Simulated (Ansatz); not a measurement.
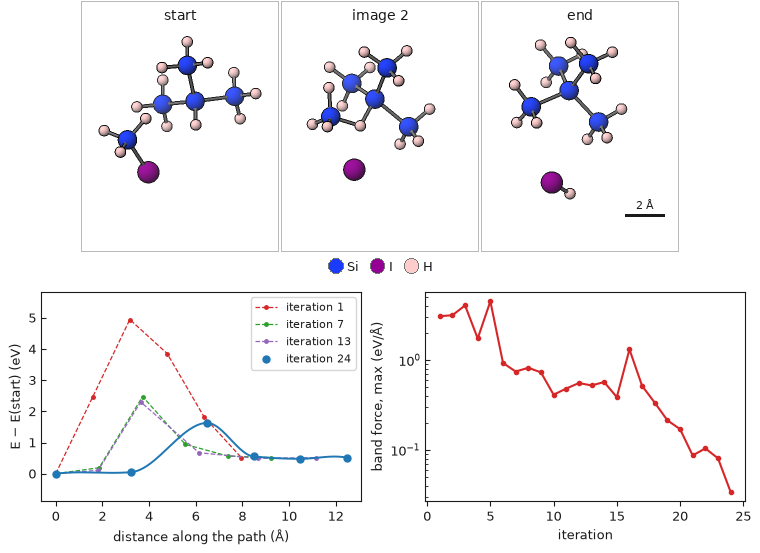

A search for the minimum-energy path of Si₅H₁₃I, made up of SiH₃I and Si4H10 by the nudged elastic band. Images are numbered from 0 (start) to 5 (end). The plot follows the band through its iterations. The picture is a ball-and-stick view, seen from a free direction.

The calculation used RKS PBE-D4/def2-SVP (Ansatz 0.2.0).

Input
```yaml
crystal:
  periodic: [false, false, false]
  atoms:
    - {symbol: Si, position_ang: [1.211706, -3.169158, 1.122634]}
    - {symbol: I, position_ang: [2.790746, -2.601868, -0.648601]}
    - {symbol: H, position_ang: [1.471277, 0.497445, 0.419737]}
    - {symbol: Si, position_ang: [0.139588, 0.910397, -0.107718]}
    - {symbol: Si, position_ang: [0.329041, 3.004790, -1.128585]}
    - {symbol: Si, position_ang: [-1.388930, 1.052780, 1.655124]}
    - {symbol: Si, position_ang: [-0.643962, -0.633989, -1.678133]}
    - {symbol: H, position_ang: [0.559721, -1.921654, 1.582969]}
    - {symbol: H, position_ang: [0.209314, -4.109787, 0.573285]}
    - {symbol: H, position_ang: [1.966868, -3.798764, 2.230271]}
    - {symbol: H, position_ang: [-1.000781, 3.418549, -1.652578]}
    - {symbol: H, position_ang: [1.291348, 2.954074, -2.262103]}
    - {symbol: H, position_ang: [0.793368, 4.027284, -0.152482]}
    - {symbol: H, position_ang: [-1.567254, -0.270045, 2.313881]}
    - {symbol: H, position_ang: [-0.930388, 2.032340, 2.677003]}
    - {symbol: H, position_ang: [-2.707763, 1.497831, 1.129021]}
    - {symbol: H, position_ang: [0.268349, -0.737518, -2.846489]}
    - {symbol: H, position_ang: [-0.815631, -1.983488, -1.074211]}
    - {symbol: H, position_ang: [-1.976817, -0.169321, -2.153027]}
basis:
  gaussian: {orbitals: def2-SVP}
hamiltonian: {xc: pbe, dispersion: d4}
neb:
  images: 4
  climbing: true
  max_iterations: 25
  initial_path: idpp
  final_atoms:
    - {symbol: Si, position_ang: [0.657055, -1.881163, 0.880675]}
    - {symbol: I, position_ang: [4.408728, -0.451997, 0.048907]}
    - {symbol: H, position_ang: [4.744164, 0.521949, -1.188591]}
    - {symbol: Si, position_ang: [-0.480347, -0.009450, 0.068691]}
    - {symbol: Si, position_ang: [0.914670, 1.660730, -0.780313]}
    - {symbol: Si, position_ang: [-1.757595, 0.899564, 1.801646]}
    - {symbol: Si, position_ang: [-1.925360, -0.700059, -1.632970]}
    - {symbol: H, position_ang: [-0.337681, -2.835263, 1.443803]}
    - {symbol: H, position_ang: [1.408605, -2.565166, -0.204254]}
    - {symbol: H, position_ang: [1.606538, -1.503778, 1.962657]}
    - {symbol: H, position_ang: [0.063725, 2.776840, -1.278330]}
    - {symbol: H, position_ang: [1.729153, 1.152012, -1.916347]}
    - {symbol: H, position_ang: [1.823284, 2.191120, 0.269861]}
    - {symbol: H, position_ang: [-2.707556, -0.117362, 2.328728]}
    - {symbol: H, position_ang: [-0.877762, 1.349739, 2.914118]}
    - {symbol: H, position_ang: [-2.535918, 2.068319, 1.309088]}
    - {symbol: H, position_ang: [-1.152479, -1.281971, -2.763680]}
    - {symbol: H, position_ang: [-2.869632, -1.730832, -1.122891]}
    - {symbol: H, position_ang: [-2.711792, 0.456671, -2.140797]}
```

Run as
```bash
ansatz run in.yaml --threads 4 --pin off --events-out ev --progress --plain --max-ram 41984MiB --backend cuda --devices 0, --max-vram 37GiB
```

Question: How did the profile develop, and is the result final?

Answer: The run is converged, with reservations. The band converged in 24 iterations. The largest component of the band force went from 3.1 to 0.034 eV/Å. The climbing image converged on the top of the path. Its curvatures weren't checked. The largest force component is 0.30 eV/Å at the start and 0.34 eV/Å at the end; an end with forces this large is no minimum, and the barrier measured from it can be far off. The first iteration put the highest image at 4.95 eV. The energy climbs by 1.63 eV to image 2 and then falls by 1.11 eV, so the end point sits at +0.52 eV.

Limits of the set-up: the start holds two separate molecules, 2.8 Å apart at their closest, whose relative position is a soft coordinate.

The run took about 130 s of wall time on a shared GPU.
